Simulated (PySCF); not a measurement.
# HF/STO-6G (density fitting with def2-universal-jkfit) run of GeH2 (SMILES [GeH2])

Aim: the electrostatic solvation energy at fixed shape (SS(V)PE, ethanol) of GeH2 at HF/STO-6G (density fitting with def2-universal-jkfit), from 2 runs. 

Program for the calculation: PySCF 2.14.0.

6 further runs of the same task are left out: 6 set aside as unsound or not needed.

## Step 1: The structure to begin with

GeH2 has 3 atoms, charge 0, and is taken as a singlet. As SMILES, `[GeH2]`. The coordinates come from a PBE0-D4/def2-TZVP relaxation.

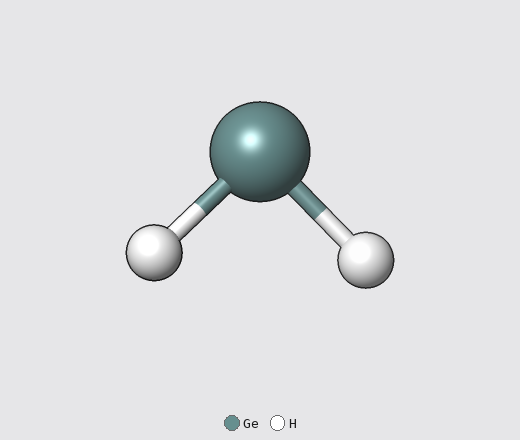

The structure, seen from a chosen angle (germanium teal, hydrogen white).

## Step 2: Energy and forces at HF/STO-6G (density fitting with def2-universal-jkfit)

The input, input.py:

```python
from pyscf import gto, scf

mol = gto.M(
    atom=[
    ('Ge', (-0.570100, 0.405100, -0.263700)),
    ('H', (0.783000, 0.743600, 0.509000)),
    ('H', (-0.212900, -1.148700, -0.245300)),
],
    cart=True,
    max_memory=1860,
    verbose=4,
    charge=0,
    spin=0,
    basis='sto-6g',
)

mf = scf.RHF(mol)
mf = mf.density_fit(auxbasis='def2-universal-jkfit')
mf.kernel()

etot = mf.e_tot
print('Final energy', etot)
grad = mf.nuc_grad_method().kernel()
```

Launch:

```bash
$ OMP_NUM_THREADS=1 python input.py
```

The log of the run:

```text
PySCF version 2.14.0

[INPUT] num. atoms = 3
[INPUT] num. electrons = 34
[INPUT] charge = 0
[INPUT] spin (= nelec alpha-beta = 2S) = 0
[INPUT] symmetry False subgroup None
[INPUT] Mole.unit = angstrom
[INPUT] Cartesian GTO integrals (6d 10f)
[INPUT] Symbol           X                Y                Z      unit          X                Y                Z       unit  Magmom
[INPUT]  1 Ge    -0.570100000000   0.405100000000  -0.263700000000 AA   -1.077332863615   0.765528053061  -0.498320779048 Bohr   0.0
[INPUT]  2 H      0.783000000000   0.743600000000   0.509000000000 AA    1.479655555534   1.405200346227   0.961870597404 Bohr   0.0
[INPUT]  3 H     -0.212900000000  -1.148700000000  -0.245300000000 AA   -0.402322691920  -2.170728399288  -0.463549818356 Bohr   0.0

nuclear repulsion = 21.4737020382246
number of shells = 10
number of NR pGTOs = 126
number of NR cGTOs = 21
basis = sto-6g
ecp = {}

******** <class 'pyscf.df.df_jk.DFRHF'> ********
method = DFRHF
initial guess = minao
damping factor = 0
level_shift factor = 0
DIIS = <class 'pyscf.scf.diis.CDIIS'>
diis_start_cycle = 1
diis_space = 8
diis_damp = 0
SCF conv_tol = 1e-09
SCF conv_tol_grad = None
SCF max_cycles = 50
direct_scf = False
Set gradient conv threshold to 3.16228e-05
Initial guess from minao.
******** <class 'pyscf.df.df.DF'> ********
auxbasis = def2-universal-jkfit
init E= -2063.06416360864
  HOMO = -0.386747646330594  LUMO = -0.211349542504728  gap/eV = 4.77283
cycle= 1 E= -2065.45332864767  delta_E= -2.39  |g|= 0.458  |ddm|=  268
  HOMO = -0.207715139733802  LUMO = 0.201877530480441  gap/eV = 11.14558
cycle= 2 E= -2065.48236372128  delta_E= -0.029  |g|= 0.0329  |ddm|= 62.7
  HOMO = -0.231308398939043  LUMO = 0.175766597738218  gap/eV = 11.07707
cycle= 3 E= -2065.48291591023  delta_E= -0.000552  |g|= 0.0103  |ddm|= 0.692
  HOMO = -0.231928448037694  LUMO = 0.175416512027708  gap/eV = 11.08442
cycle= 4 E= -2065.48299299327  delta_E= -7.71e-05  |g|= 0.00178  |ddm|= 0.189
  HOMO = -0.232111347615894  LUMO = 0.175258086690864  gap/eV = 11.08509
cycle= 5 E= -2065.48299554809  delta_E= -2.55e-06  |g|= 0.00048  |ddm|= 0.102
  HOMO = -0.232114698168931  LUMO = 0.175263072426381  gap/eV = 11.08531
cycle= 6 E= -2065.48299586467  delta_E= -3.17e-07  |g|= 0.000202  |ddm|= 0.0167
  HOMO = -0.232116174898852  LUMO = 0.175256540534814  gap/eV = 11.08518
cycle= 7 E= -2065.48299594434  delta_E= -7.97e-08  |g|= 4.73e-05  |ddm|= 0.00164
  HOMO = -0.232115094092198  LUMO = 0.17525971253703  gap/eV = 11.08523
cycle= 8 E= -2065.48299594799  delta_E= -3.65e-09  |g|= 6e-06  |ddm|= 0.0017
  HOMO = -0.232115554620347  LUMO = 0.175259502137159  gap/eV = 11.08524
cycle= 9 E= -2065.48299594803  delta_E= -4e-11  |g|= 7.16e-07  |ddm|= 6.27e-05
  HOMO = -0.232115525738097  LUMO = 0.175259530466372  gap/eV = 11.08524
Extra cycle  E= -2065.48299594802  delta_E= 9.55e-12  |g|= 2.7e-07  |ddm|= 1.09e-05
converged SCF energy = -2065.48299594802
Final energy -2065.4829959480185

******** <class 'pyscf.df.grad.rhf.Gradients'> for <class 'pyscf.df.df_jk.DFRHF'> ********
unit = Eh/Bohr
--------------- DFRHF gradients ---------------
         x                y                z
0 Ge    -0.0491601453     0.0349140388    -0.0227411365
1 H     0.0381910745     0.0083895743     0.0216778324
2 H     0.0109690897    -0.0433035512     0.0010632689
----------------------------------------------
```

It took 1.2 s on 1 thread of Arm Neoverse V1, shared host; peak memory 0.13 GiB.

## Step 3: Energy and gradient at HF/STO-6G (density fitting with def2-universal-jkfit, SS(V)PE ethanol)

The input, job.py:

```python
import pyscf.grad
from pyscf import gto, solvent

mol = gto.M(
    atom=[
    ('Ge', (-0.570100, 0.405100, -0.263700)),
    ('H', (0.783000, 0.743600, 0.509000)),
    ('H', (-0.212900, -1.148700, -0.245300)),
],
    verbose=4,
    charge=0,
    max_memory=1860,
    cart=True,
    basis='sto-6g',
)

mf = mol.RHF()
mf = mf.density_fit(auxbasis='def2-universal-jkfit')
mf = mf.PCM()
mf.with_solvent.method = 'SS(V)PE'
mf.with_solvent.eps = 24.852
mf.kernel()

e_final = mf.e_tot
print('E(%s) = %.9f' % ('HF', e_final))
grad = mf.Gradients().kernel()
```

Launch:

```bash
$ OMP_NUM_THREADS=1 python job.py
```

The log of the run:

```text
PySCF version 2.14.0

[INPUT] num. atoms = 3
[INPUT] num. electrons = 34
[INPUT] charge = 0
[INPUT] spin (= nelec alpha-beta = 2S) = 0
[INPUT] symmetry False subgroup None
[INPUT] Mole.unit = angstrom
[INPUT] Cartesian GTO integrals (6d 10f)
[INPUT] Symbol           X                Y                Z      unit          X                Y                Z       unit  Magmom
[INPUT]  1 Ge    -0.570100000000   0.405100000000  -0.263700000000 AA   -1.077332863615   0.765528053061  -0.498320779048 Bohr   0.0
[INPUT]  2 H      0.783000000000   0.743600000000   0.509000000000 AA    1.479655555534   1.405200346227   0.961870597404 Bohr   0.0
[INPUT]  3 H     -0.212900000000  -1.148700000000  -0.245300000000 AA   -0.402322691920  -2.170728399288  -0.463549818356 Bohr   0.0

[... 22 lines left out ...]
WARN: PCM is an experimental feature. It is still in testing.
[... 14 lines left out ...]
Solvent Energy = -0.00217804346575618
[... 7 lines left out ...]
Solvent Energy = -0.00290005410230919
[... 7 lines left out ...]
Solvent Energy = -0.00292847705014416
[... 7 lines left out ...]
Solvent Energy = -0.00292736401578329
[... 7 lines left out ...]
Solvent Energy = -0.00292739120174963
[... 5 lines left out ...]
converged SCF energy = -2065.48588598417
[... 2 lines left out ...]
******** <class 'pyscf.solvent.grad.pcm.PCMGradients'> for <class 'pyscf.solvent._attach_solvent.PCMDFRHF'> ********
unit = Eh/Bohr
--------------- PCMDFRHF (+PCM) gradients ---------------
         x                y                z
0 Ge    -0.0493301149     0.0350343537    -0.0228183378
1 H     0.0382435463     0.0082661881     0.0216951703
2 H     0.0110865842    -0.0433007783     0.0011232057
----------------------------------------------
```

Wall time 3.6 s (1 thread of Arm Neoverse V1, shared host); peak memory 0.19 GiB.

## Step 4: Outcome

At HF/STO-6G (density fitting with def2-universal-jkfit):

```
                                        quantity           value
                         gas phase: total energy  -2065.48300 Eh
                        gas phase: dipole moment          0.19 D
                          gas phase: HOMO energy        -6.32 eV
                          gas phase: LUMO energy         4.77 eV
                        gas phase: HOMO–LUMO gap        11.09 eV
             gas phase: largest force on an atom      3.314 eV/Å
                  SS(V)PE, ethanol: total energy  -2065.48589 Eh
                 SS(V)PE, ethanol: dipole moment          0.15 D
                   SS(V)PE, ethanol: HOMO energy        -6.37 eV
                   SS(V)PE, ethanol: LUMO energy         4.88 eV
                 SS(V)PE, ethanol: HOMO–LUMO gap        11.25 eV
    SS(V)PE, ethanol: solvent term in the energy     -7.7 kJ/mol
      SS(V)PE, ethanol: largest force on an atom      3.325 eV/Å
energy change from gas to solvent at fixed shape       -0.079 eV
```

What this shows: The solvent model (SS(V)PE, ethanol) lowers the energy by 0.08 eV (−7.6 kJ/mol) at the same shape. It holds the electrostatic part alone, without cavity or dispersion terms. The largest force (SS(V)PE, ethanol) is 3.33 eV/Å: the shape isn't a stationary point for this species at this level. The largest force (gas phase) is 3.31 eV/Å: the shape isn't a stationary point for this species at this level. Mulliken charges (SS(V)PE, ethanol) run from -0.20 on H2 to +0.41 on Ge1; they depend strongly on the basis.
